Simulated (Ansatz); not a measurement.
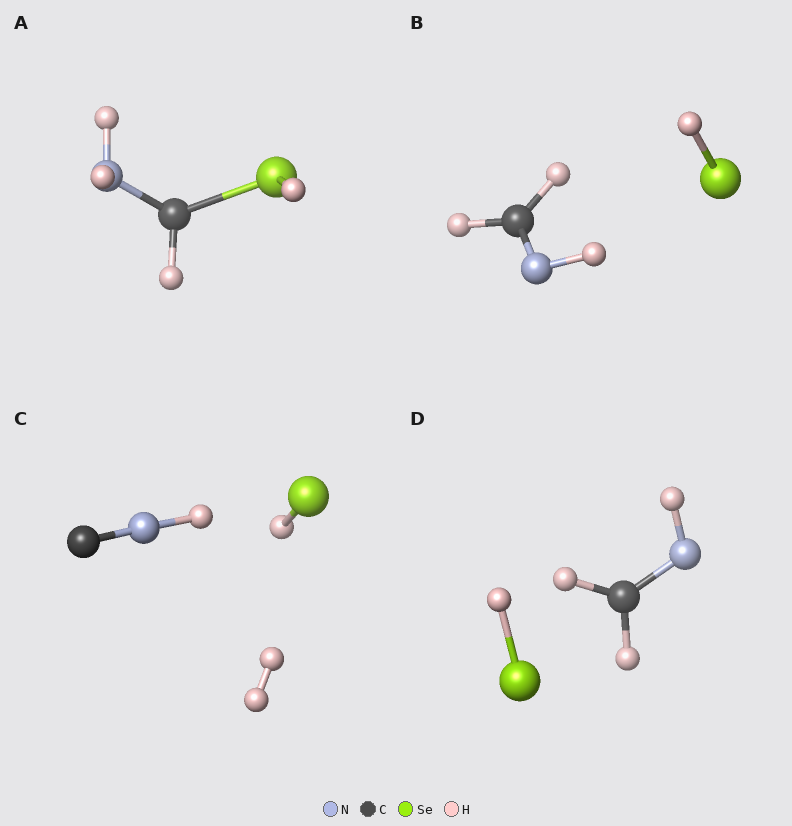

4 stationary structures of one formula. Charge −1, singlet. Geometries: PBE-D4/def2-SVPD. Electronic energies: PBE-D4/def2-SVPD (Ansatz 0.2.0), without zero-point energy. No frequency run is at hand to confirm each as a minimum. Each is one conformer, not always the lowest.

Question: Which is lowest in energy, and by how much?

Answer: B is lowest (C1); D lies 17.4 kJ/mol above it (C1), C lies 98.7 kJ/mol above it (C1), A lies 159.4 kJ/mol above it (C1).
